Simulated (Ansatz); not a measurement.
Geometry relaxation, with input and output: Si$_{10}$H$_{5}$Cl (part 1 of 3)

- system: Si$_{10}$H$_{5}$Cl (slab, 32 atoms in the cell)
- method: DFT PBE, scalar-relativistic, plane waves, PAW, PAW set soft_1, no spin polarisation (Ansatz 0.2.0)

The input holds or restrains some coordinates. Forces given for the steps count only the free coordinates. It belongs to a series of runs on one base structure; here: end point A relaxed.

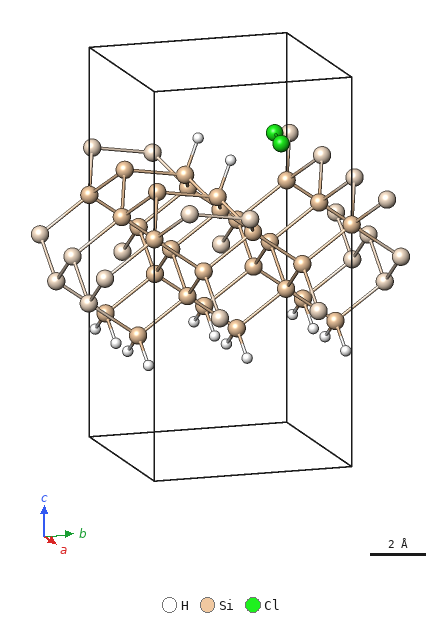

The structure as given in the input (ball-and-stick view of the cell of the calculation, with the vacuum cut short, seen slightly off an axis; neighbours outside the cell are drawn fainter). An atom can appear more than once, as a periodic image.

## The input
```yaml
crystal:
  lattice:
    - [7.67918, 0.0, 0.0]
    - [0.0, 7.67918, 0.0]
    - [0.0, 0.0, 18.254362]
  atoms:
    - { symbol: H, position: [0.409392, 0.0, 0.0547814] }
    - { symbol: H, position: [0.090608, 0.0, 0.0547814] }
    - { symbol: H, position: [0.909392, 0.0, 0.0547814] }
    - { symbol: H, position: [0.590608, 0.0, 0.0547814] }
    - { symbol: H, position: [0.409392, 0.5, 0.0547814] }
    - { symbol: H, position: [0.090608, 0.5, 0.0547814] }
    - { symbol: H, position: [0.909392, 0.5, 0.0547814] }
    - { symbol: H, position: [0.590608, 0.5, 0.0547814] }
    - { symbol: Si, position: [0.25, 0.0, 0.1021948] }
    - { symbol: Si, position: [0.75, 0.0, 0.1021948] }
    - { symbol: Si, position: [0.25, 0.5, 0.1021948] }
    - { symbol: Si, position: [0.75, 0.5, 0.1021948] }
    - { symbol: Si, position: [0.25, 0.25, 0.1765605] }
    - { symbol: Si, position: [0.75, 0.25, 0.1765605] }
    - { symbol: Si, position: [0.25, 0.75, 0.1765605] }
    - { symbol: Si, position: [0.75, 0.75, 0.1765605] }
    - { symbol: Si, position: [0.0, 0.25, 0.2509263] }
    - { symbol: Si, position: [0.5, 0.25, 0.2509263] }
    - { symbol: Si, position: [0.0, 0.75, 0.2509263] }
    - { symbol: Si, position: [0.5, 0.75, 0.2509263] }
    - { symbol: Si, position: [0.0, 0.0, 0.3252921] }
    - { symbol: Si, position: [0.5, 0.0, 0.3252921] }
    - { symbol: Si, position: [0.0, 0.5, 0.3252921] }
    - { symbol: Si, position: [0.5, 0.5, 0.3252921] }
    - { symbol: Si, position: [0.25, 0.0969069, 0.3974666] }
    - { symbol: Si, position: [0.75, 0.0969069, 0.3974666] }
    - { symbol: Si, position: [0.25, 0.4030931, 0.3777453] }
    - { symbol: Si, position: [0.75, 0.4030931, 0.3777453] }
    - { symbol: H, position: [0.25, 0.4689802, 0.4521857] }
    - { symbol: H, position: [0.75, 0.4689802, 0.4521857] }
    - { symbol: Cl, position: [0.5105655, 0.7708821, 0.477933] }
    - { symbol: Cl, position: [0.7658834, 0.7194611, 0.4806721] }
basis:
  ecutwfc: 420.0
kpoints:
  mp_grid: { grid: [2, 2, 1] }
hamiltonian:
  xc: pbe
  pseudopotentials: { kind: paw, azcp: { folder: soft_1 } }
scf:
  occupations: { method: fermi_dirac, width: 0.02 }
  lower_state_search: "off"
relax:
  f_tol: 0.03
  max_steps: 60
  adjacent_minimum: "off"
  constraints: [{ sites: [0, 1, 2, 3, 4, 5, 6, 7, 8, 9, 10, 11] }]
output:
  write_density: true
  write_potential: true
  elf: true
  volumetric_format: npy
```

Launch command:
```bash
ansatz run input.yaml --threads 2 --pin off --max-ram 5120MiB --backend cpu --events-out ev --progress --plain --runs-dir out
```

## Log
```
Engine: ansatz 0.2.0, aarch64-unknown-linux-gnu
Pseudopotentials: kind: paw
Pseudopotential: H, paw, valence charge 1, recommended cutoff 420 eV (normal), [file]
Pseudopotential: Si, paw, valence charge 4, recommended cutoff 420 eV (normal), [file]
Pseudopotential: Cl, paw, valence charge 7, recommended cutoff 420 eV (normal), [file]
Functional definition: PBE
  parameter kappa = 0.804
  parameter beta = 0.06672455060314922
  exchange = pbe_x(kappa = kappa, mu = beta*pi^2/3)
  correlation = pbe_c(beta = beta)
Crystal: 32 atoms, lattice volume = 1076.456 Å³
Basis set: ecut = 420 eV, 21001 PW (Γ), exchange–correlation on 108×108×250 points (8 copies of the dense FFT grid, shifted against one another)
Bands: 84, of which v1, the nominal top of the filled ones, is band 52 counted from 1 (51 counted from 0)
Symmetry: 1 space group operations
Space group: P1 (ITA 1), of the structure as read, at distance tolerance 1.0e-4 Å
k-points: 4
Non-local potential: H, projectors of the file, l = 0: 2, l = 1: 1
Non-local potential: Si, projectors of the file, l = 0: 2, l = 1: 2, l = 2: 1
Non-local potential: Cl, projectors of the file, l = 0: 2, l = 1: 2, l = 2: 1
PAW form: soft (Blöchl's): semilocal exchange-correlation on the pseudo side does not see the compensation charge
PAW one-centre angular grid: H, 110 points (default); XC on 64 Gauss nodes
PAW one-centre angular grid: Si, 110 points (default); XC on 64 Gauss nodes
PAW one-centre angular grid: Cl, 110 points (default); XC on 64 Gauss nodes
Initial density: superposition of atomic densities (neutral atoms: chi_scale 0, normalization atom)
Initial wavefunctions: pseudopotential atomic-orbital guess
Functional: x = pbe(κ = 0.804, μ = 0.2195149727645171), c = pbe(β = 0.06672455060314922)
SCF iter   1: F=—  HF=-15032.397884 eV  |F-HF|=—  |Δ(HF+E_count)|=         —  Δρ=4.28e-2  dr2=2.12e1  ethr=3.10e-3  ⟨swp⟩=9.2  Hψ=2142  notcnv=0  defer=55
preconditioner: auto → LDOS  [metal: Δε(μ)=0.039 eV  Ē_g=8.760 eV  σ=0.020 eV  W_gap=0.46  n_scr=110 (ndim 8)  ℏωp=11.4 eV  f_vac=0.430  D(μ)=10.34/eV (n_scr^D=46)  β→1.0]
SCF iter   2: F=—  HF=-15027.101898 eV  |F-HF|=—  |Δ(HF+E_count)|=    5.30e0  Δρ=1.40e-2  dr2=4.81e0  ethr=3.10e-3  ⟨swp⟩=4.0  Hψ=729  notcnv=0  defer=105
SCF iter   3: F=—  HF=-15026.518587 eV  |F-HF|=—  |Δ(HF+E_count)|=   5.83e-1  Δρ=5.11e-3  dr2=1.45e0  ethr=3.10e-3  ⟨swp⟩=3.8  Hψ=491  notcnv=0  defer=105
SCF iter   4: F=—  HF=-15026.243920 eV  |F-HF|=—  |Δ(HF+E_count)|=   2.75e-1  Δρ=2.21e-3  dr2=2.50e-1  ethr=1.40e-3  ⟨swp⟩=3.0  Hψ=434  notcnv=0  defer=104
SCF iter   5: F=—  HF=-15026.219843 eV  |F-HF|=—  |Δ(HF+E_count)|=   2.41e-2  Δρ=1.07e-3  dr2=8.25e-2  ethr=2.40e-4  ⟨swp⟩=3.2  Hψ=351  notcnv=0  defer=104
SCF iter   6: F=—  HF=-15026.212870 eV  |F-HF|=—  |Δ(HF+E_count)|=   6.97e-3  Δρ=7.93e-4  dr2=2.47e-2  ethr=7.93e-5  ⟨swp⟩=3.2  Hψ=473  notcnv=0  defer=104
SCF iter   7: F=—  HF=-15026.209260 eV  |F-HF|=—  |Δ(HF+E_count)|=   3.61e-3  Δρ=5.83e-4  dr2=1.18e-2  ethr=2.38e-5  ⟨swp⟩=4.0  Hψ=473  notcnv=0  defer=103
SCF iter   8: F=—  HF=-15026.208359 eV  |F-HF|=—  |Δ(HF+E_count)|=   9.01e-4  Δρ=2.57e-4  dr2=2.98e-3  ethr=1.13e-5  ⟨swp⟩=1.0  Hψ=258  notcnv=0  defer=103
SCF iter   9: F=—  HF=-15026.208012 eV  |F-HF|=—  |Δ(HF+E_count)|=   3.47e-4  Δρ=1.08e-4  dr2=3.90e-4  ethr=2.86e-6  ⟨swp⟩=2.5  Hψ=390  notcnv=0  defer=103
SCF iter  10: F=—  HF=-15026.208015 eV  |F-HF|=—  |Δ(HF+E_count)|=   2.47e-6  Δρ=6.95e-5  dr2=1.59e-4  ethr=3.75e-7  ⟨swp⟩=2.0  Hψ=464  notcnv=0  defer=103
SCF iter  11: F=—  HF=-15026.207997 eV  |F-HF|=—  |Δ(HF+E_count)|=   1.77e-5  Δρ=2.86e-5  dr2=2.57e-5  ethr=1.53e-7  ⟨swp⟩=2.2  Hψ=425  notcnv=0  defer=103
SCF iter  12: F=-15026.207992 eV  HF=-15026.207995 eV  |F-HF|=3.58e-6  |Δ(HF+E_count)|=   1.70e-6  Δρ=1.36e-5  dr2=5.91e-6  ethr=2.16e-8  ⟨swp⟩=12.8  Hψ=2537  notcnv=0
SCF 1 converged in 12 iterations: F = -15026.207992 eV  dr2 = 5.91e-6
  Residual-converged pass: ⟨swp⟩=1.0  Hψ=352  notcnv=0  max |occ|·‖R‖ = 6.8e-9 eV (tolerance 1.0e-8 eV)  dr2=5.91e-6  dr2_onsite=3.70e-8  max |Δocc| = 2.7e-10
  greatest PAW one-centre occupation: 0.915 electrons in one spin orbital (limit 2), on the Cl atom at site 31 (counted from 0), in its partial waves of l = 0
relax step   1: F+E_penalty+E_count = -15026.20799186 eV  Δ(F+E_penalty+E_count) = +0.000e0 eV  max|allowed force component| = 1.880e0 eV/Å  Δτ_max = 0.0000 Å  (12 SCF iters, dr2 threshold 2.25e-5 eV, accepted)
Initial density: handed on by an earlier stage of this run
Initial wavefunctions: those handed on with the density
iter 1 solved again at ethr=1.00e-3 eV; its pass at ethr=3.10e-3 eV (dr2=1.04e0 eV) is discarded
SCF iter   1: F=—  HF=-15027.427958 eV  |F-HF|=—  |Δ(HF+E_count)|=         —  Δρ=6.75e-3  dr2=1.21e0  ethr=1.00e-3  ⟨swp⟩=1.5  Hψ=1331  notcnv=0  defer=102
preconditioner: auto → Resta (q_TF=auto, 1.848 Å⁻¹)  ε∞=2.8  [insulator: Δε(μ)=0.261 eV  Ē_g=8.531 eV  σ=0.020 eV  W_gap=1.00  n_scr=110 (ndim 8)  ℏωp=11.4 eV  f_vac=0.458  D(μ)=0.12/eV (n_scr^D=0)  ε∞_Penn≈2.8  vacuum switching on, ρ_ref=5.3e-3 e/Å³]
SCF iter   2: F=—  HF=-15027.476617 eV  |F-HF|=—  |Δ(HF+E_count)|=   4.87e-2  Δρ=5.80e-3  dr2=1.03e0  ethr=1.00e-3  ⟨swp⟩=3.0  Hψ=480  notcnv=0  defer=102
preconditioner: auto → LDOS  [metal: Δε(μ)=0.039 eV  Ē_g=8.542 eV  σ=0.020 eV  W_gap=0.44  n_scr=110 (ndim 8)  ℏωp=11.4 eV  f_vac=0.458  D(μ)=13.18/eV (n_scr^D=56)  β→1.0]
SCF iter   3: F=—  HF=-15027.300114 eV  |F-HF|=—  |Δ(HF+E_count)|=   1.77e-1  Δρ=2.23e-3  dr2=1.40e-1  ethr=9.95e-4  ⟨swp⟩=3.0  Hψ=396  notcnv=0  defer=103
SCF iter   4: F=—  HF=-15027.286879 eV  |F-HF|=—  |Δ(HF+E_count)|=   1.32e-2  Δρ=7.58e-4  dr2=1.95e-2  ethr=1.35e-4  ⟨swp⟩=2.8  Hψ=255  notcnv=0  defer=104
SCF iter   5: F=—  HF=-15027.286898 eV  |F-HF|=—  |Δ(HF+E_count)|=   1.95e-5  Δρ=3.87e-4  dr2=6.67e-3  ethr=1.88e-5  ⟨swp⟩=2.2  Hψ=414  notcnv=0  defer=104
SCF iter   6: F=—  HF=-15027.286113 eV  |F-HF|=—  |Δ(HF+E_count)|=   7.85e-4  Δρ=2.84e-4  dr2=3.02e-3  ethr=6.41e-6  ⟨swp⟩=2.0  Hψ=359  notcnv=0  defer=104
SCF iter   7: F=—  HF=-15027.285841 eV  |F-HF|=—  |Δ(HF+E_count)|=   2.72e-4  Δρ=9.39e-5  dr2=2.90e-4  ethr=2.90e-6  ⟨swp⟩=2.2  Hψ=343  notcnv=0  defer=104
SCF iter   8: F=-15027.285771 eV  HF=-15027.285822 eV  |F-HF|=5.11e-5  |Δ(HF+E_count)|=   1.89e-5  Δρ=3.88e-5  dr2=6.38e-5  ethr=9.62e-8  ⟨swp⟩=11.8  Hψ=2847  notcnv=0
SCF 2 converged in 8 iterations: F = -15027.285771 eV  dr2 = 6.38e-5
  greatest PAW one-centre occupation: 0.915 electrons in one spin orbital (limit 2), on the Cl atom at site 30 (counted from 0), in its partial waves of l = 0
relax step   2: F+E_penalty+E_count = -15027.28577132 eV  Δ(F+E_penalty+E_count) = -1.078e0 eV  max|allowed force component| = 1.318e0 eV/Å  Δτ_max = 0.1948 Å  (8 SCF iters, dr2 threshold 1.00e-4 eV, accepted)
[...]
preconditioner: auto → Resta (q_TF=auto, 1.848 Å⁻¹)  ε∞=2.8  [insulator: Δε(μ)=0.380 eV  Ē_g=8.502 eV  σ=0.020 eV  W_gap=1.00  n_scr=110 (ndim 8)  ℏωp=11.4 eV  f_vac=0.455  D(μ)=0.00/eV (n_scr^D=0)  ε∞_Penn≈2.8  vacuum switching on, ρ_ref=5.2e-3 e/Å³]
  greatest PAW one-centre occupation: 0.917 electrons in one spin orbital (limit 2), on the Cl atom at site 30 (counted from 0), in its partial waves of l = 0
relax step   3: F+E_penalty+E_count = -15028.03365400 eV  Δ(F+E_penalty+E_count) = -7.479e-1 eV  max|allowed force component| = 1.024e0 eV/Å  Δτ_max = 0.1913 Å  (8 SCF iters, dr2 threshold 1.00e-4 eV, accepted)
preconditioner: auto → Resta (q_TF=auto, 1.848 Å⁻¹)  ε∞=2.8  [insulator: Δε(μ)=0.486 eV  Ē_g=8.661 eV  σ=0.020 eV  W_gap=1.00  n_scr=110 (ndim 8)  ℏωp=11.5 eV  f_vac=0.453  D(μ)=0.00/eV (n_scr^D=0)  ε∞_Penn≈2.8  vacuum switching on, ρ_ref=5.4e-3 e/Å³]
  greatest PAW one-centre occupation: 0.918 electrons in one spin orbital (limit 2), on the Cl atom at site 30 (counted from 0), in its partial waves of l = 0
relax step   4: F+E_penalty+E_count = -15028.53552855 eV  Δ(F+E_penalty+E_count) = -5.019e-1 eV  max|allowed force component| = 1.116e0 eV/Å  Δτ_max = 0.1948 Å  (9 SCF iters, dr2 threshold 1.00e-4 eV, accepted)
preconditioner: auto → Resta (q_TF=auto, 1.848 Å⁻¹)  ε∞=2.8  [insulator: Δε(μ)=0.653 eV  Ē_g=8.613 eV  σ=0.020 eV  W_gap=1.00  n_scr=110 (ndim 8)  ℏωp=11.5 eV  f_vac=0.453  D(μ)=0.00/eV (n_scr^D=0)  ε∞_Penn≈2.8  vacuum switching on, ρ_ref=5.4e-3 e/Å³]
relax step   5: F+E_penalty+E_count = -15029.02111303 eV  Δ(F+E_penalty+E_count) = -4.856e-1 eV  max|allowed force component| = 1.471e0 eV/Å  Δτ_max = 0.1949 Å  (7 SCF iters, dr2 threshold 1.00e-4 eV, accepted)
preconditioner: auto → Resta (q_TF=auto, 1.848 Å⁻¹)  ε∞=2.8  [insulator: Δε(μ)=0.821 eV  Ē_g=8.597 eV  σ=0.020 eV  W_gap=1.00  n_scr=110 (ndim 8)  ℏωp=11.5 eV  f_vac=0.453  D(μ)=0.00/eV (n_scr^D=0)  ε∞_Penn≈2.8  vacuum switching on, ρ_ref=5.4e-3 e/Å³]
  greatest PAW one-centre occupation: 0.916 electrons in one spin orbital (limit 2), on the Cl atom at site 30 (counted from 0), in its partial waves of l = 0
relax step   6: F+E_penalty+E_count = -15029.64967860 eV  Δ(F+E_penalty+E_count) = -6.286e-1 eV  max|allowed force component| = 1.796e0 eV/Å  Δτ_max = 0.1930 Å  (6 SCF iters, dr2 threshold 1.00e-4 eV, accepted)
preconditioner: auto → Resta (q_TF=auto, 1.848 Å⁻¹)  ε∞=2.8  [insulator: Δε(μ)=1.062 eV  Ē_g=8.610 eV  σ=0.020 eV  W_gap=1.00  n_scr=110 (ndim 8)  ℏωp=11.5 eV  f_vac=0.453  D(μ)=0.00/eV (n_scr^D=0)  ε∞_Penn≈2.8  vacuum switching on, ρ_ref=5.4e-3 e/Å³]
  greatest PAW one-centre occupation: 0.913 electrons in one spin orbital (limit 2), on the Cl atom at site 30 (counted from 0), in its partial waves of l = 0
relax step   7: F+E_penalty+E_count = -15030.42998773 eV  Δ(F+E_penalty+E_count) = -7.803e-1 eV  max|allowed force component| = 1.871e0 eV/Å  Δτ_max = 0.1976 Å  (6 SCF iters, dr2 threshold 1.00e-4 eV, accepted)
preconditioner: auto → Resta (q_TF=auto, 1.848 Å⁻¹)  ε∞=2.8  [insulator: Δε(μ)=1.265 eV  Ē_g=8.663 eV  σ=0.020 eV  W_gap=1.00  n_scr=110 (ndim 8)  ℏωp=11.5 eV  f_vac=0.453  D(μ)=0.00/eV (n_scr^D=0)  ε∞_Penn≈2.8  vacuum switching on, ρ_ref=5.4e-3 e/Å³]
  greatest PAW one-centre occupation: 0.910 electrons in one spin orbital (limit 2), on the Cl atom at site 30 (counted from 0), in its partial waves of l = 0
relax step   8: F+E_penalty+E_count = -15031.21571631 eV  Δ(F+E_penalty+E_count) = -7.857e-1 eV  max|allowed force component| = 1.581e0 eV/Å  Δτ_max = 0.1949 Å  (5 SCF iters, dr2 threshold 1.00e-4 eV, accepted)
preconditioner: auto → Resta (q_TF=auto, 1.848 Å⁻¹)  ε∞=2.7  [insulator: Δε(μ)=1.321 eV  Ē_g=8.766 eV  σ=0.020 eV  W_gap=1.00  n_scr=110 (ndim 8)  ℏωp=11.5 eV  f_vac=0.454  D(μ)=0.00/eV (n_scr^D=0)  ε∞_Penn≈2.7  vacuum switching on, ρ_ref=5.6e-3 e/Å³]
  greatest PAW one-centre occupation: 0.908 electrons in one spin orbital (limit 2), on the Cl atom at site 30 (counted from 0), in its partial waves of l = 0
relax step   9: F+E_penalty+E_count = -15032.07937674 eV  Δ(F+E_penalty+E_count) = -8.637e-1 eV  max|allowed force component| = 1.319e0 eV/Å  Δτ_max = 0.1953 Å  (6 SCF iters, dr2 threshold 1.00e-4 eV, accepted)
preconditioner: auto → Resta (q_TF=auto, 1.848 Å⁻¹)  ε∞=2.7  [insulator: Δε(μ)=1.287 eV  Ē_g=8.866 eV  σ=0.020 eV  W_gap=1.00  n_scr=110 (ndim 8)  ℏωp=11.5 eV  f_vac=0.455  D(μ)=0.00/eV (n_scr^D=0)  ε∞_Penn≈2.7  vacuum switching on, ρ_ref=5.7e-3 e/Å³]
  greatest PAW one-centre occupation: 0.907 electrons in one spin orbital (limit 2), on the Cl atom at site 30 (counted from 0), in its partial waves of l = 0
relax step  10: F+E_penalty+E_count = -15032.50314198 eV  Δ(F+E_penalty+E_count) = -4.238e-1 eV  max|allowed force component| = 1.107e0 eV/Å  Δτ_max = 0.1950 Å  (6 SCF iters, dr2 threshold 1.00e-4 eV, accepted)
preconditioner: auto → Resta (q_TF=auto, 1.848 Å⁻¹)  ε∞=2.7  [insulator: Δε(μ)=1.265 eV  Ē_g=8.882 eV  σ=0.020 eV  W_gap=1.00  n_scr=110 (ndim 8)  ℏωp=11.5 eV  f_vac=0.454  D(μ)=0.00/eV (n_scr^D=0)  ε∞_Penn≈2.7  vacuum switching on, ρ_ref=5.7e-3 e/Å³]
  greatest PAW one-centre occupation: 0.906 electrons in one spin orbital (limit 2), on the Cl atom at site 30 (counted from 0), in its partial waves of l = 0
relax step  11: F+E_penalty+E_count = -15032.80450847 eV  Δ(F+E_penalty+E_count) = -3.014e-1 eV  max|allowed force component| = 6.290e-1 eV/Å  Δτ_max = 0.1949 Å  (5 SCF iters, dr2 threshold 1.00e-4 eV, accepted)
preconditioner: auto → Resta (q_TF=auto, 1.848 Å⁻¹)  ε∞=2.7  [insulator: Δε(μ)=1.271 eV  Ē_g=8.881 eV  σ=0.020 eV  W_gap=1.00  n_scr=110 (ndim 8)  ℏωp=11.5 eV  f_vac=0.451  D(μ)=0.00/eV (n_scr^D=0)  ε∞_Penn≈2.7  vacuum switching on, ρ_ref=5.7e-3 e/Å³]
relax step  12: F+E_penalty+E_count = -15033.00916165 eV  Δ(F+E_penalty+E_count) = -2.047e-1 eV  max|allowed force component| = 4.700e-1 eV/Å  Δτ_max = 0.2000 Å  (5 SCF iters, dr2 threshold 1.00e-4 eV, accepted)
preconditioner: auto → Resta (q_TF=auto, 1.848 Å⁻¹)  ε∞=2.7  [insulator: Δε(μ)=1.267 eV  Ē_g=8.881 eV  σ=0.020 eV  W_gap=1.00  n_scr=110 (ndim 8)  ℏωp=11.5 eV  f_vac=0.450  D(μ)=0.00/eV (n_scr^D=0)  ε∞_Penn≈2.7  vacuum switching on, ρ_ref=5.7e-3 e/Å³]
  Residual-converged pass: ⟨swp⟩=1.2  Hψ=353  notcnv=0  max |occ|·‖R‖ = 6.7e-9 eV (tolerance 1.0e-8 eV)  dr2=2.29e-5  dr2_onsite=1.38e-7  max |Δocc| = 5.2e-24
relax step  13: F+E_penalty+E_count = -15033.16808559 eV  Δ(F+E_penalty+E_count) = -1.589e-1 eV  max|allowed force component| = 3.402e-1 eV/Å  Δτ_max = 0.2000 Å  (5 SCF iters, dr2 threshold 7.14e-5 eV, accepted)
preconditioner: auto → Resta (q_TF=auto, 1.848 Å⁻¹)  ε∞=2.7  [insulator: Δε(μ)=1.263 eV  Ē_g=8.898 eV  σ=0.020 eV  W_gap=1.00  n_scr=110 (ndim 8)  ℏωp=11.5 eV  f_vac=0.449  D(μ)=0.00/eV (n_scr^D=0)  ε∞_Penn≈2.7  vacuum switching on, ρ_ref=5.7e-3 e/Å³]
  greatest PAW one-centre occupation: 0.905 electrons in one spin orbital (limit 2), on the Cl atom at site 30 (counted from 0), in its partial waves of l = 0
relax step  14: F+E_penalty+E_count = -15033.29597523 eV  Δ(F+E_penalty+E_count) = -1.279e-1 eV  max|allowed force component| = 2.404e-1 eV/Å  Δτ_max = 0.1949 Å  (5 SCF iters, dr2 threshold 6.06e-5 eV, accepted)
preconditioner: auto → Resta (q_TF=auto, 1.848 Å⁻¹)  ε∞=2.7  [insulator: Δε(μ)=1.277 eV  Ē_g=8.897 eV  σ=0.020 eV  W_gap=1.00  n_scr=110 (ndim 8)  ℏωp=11.5 eV  f_vac=0.448  D(μ)=0.00/eV (n_scr^D=0)  ε∞_Penn≈2.7  vacuum switching on, ρ_ref=5.7e-3 e/Å³]
relax step  15: F+E_penalty+E_count = -15033.38205597 eV  Δ(F+E_penalty+E_count) = -8.608e-2 eV  max|allowed force component| = 1.554e-1 eV/Å  Δτ_max = 0.2000 Å  (6 SCF iters, dr2 threshold 2.89e-5 eV, accepted)
preconditioner: auto → Resta (q_TF=auto, 1.848 Å⁻¹)  ε∞=2.7  [insulator: Δε(μ)=1.291 eV  Ē_g=8.896 eV  σ=0.020 eV  W_gap=1.00  n_scr=110 (ndim 8)  ℏωp=11.5 eV  f_vac=0.448  D(μ)=0.00/eV (n_scr^D=0)  ε∞_Penn≈2.7  vacuum switching on, ρ_ref=5.7e-3 e/Å³]
relax step  16: F+E_penalty+E_count = -15033.42910470 eV  Δ(F+E_penalty+E_count) = -4.705e-2 eV  max|allowed force component| = 6.680e-2 eV/Å  Δτ_max = 0.2000 Å  (6 SCF iters, dr2 threshold 1.01e-5 eV, accepted)
preconditioner: auto → Resta (q_TF=auto, 1.848 Å⁻¹)  ε∞=2.7  [insulator: Δε(μ)=1.299 eV  Ē_g=8.903 eV  σ=0.020 eV  W_gap=1.00  n_scr=110 (ndim 8)  ℏωp=11.5 eV  f_vac=0.448  D(μ)=0.00/eV (n_scr^D=0)  ε∞_Penn≈2.7  vacuum switching on, ρ_ref=5.7e-3 e/Å³]
relax step  17: F+E_penalty+E_count = -15033.43855941 eV  Δ(F+E_penalty+E_count) = -9.455e-3 eV  max|allowed force component| = 2.808e-2 eV/Å  Δτ_max = 0.1297 Å  (8 SCF iters, accepted)
```
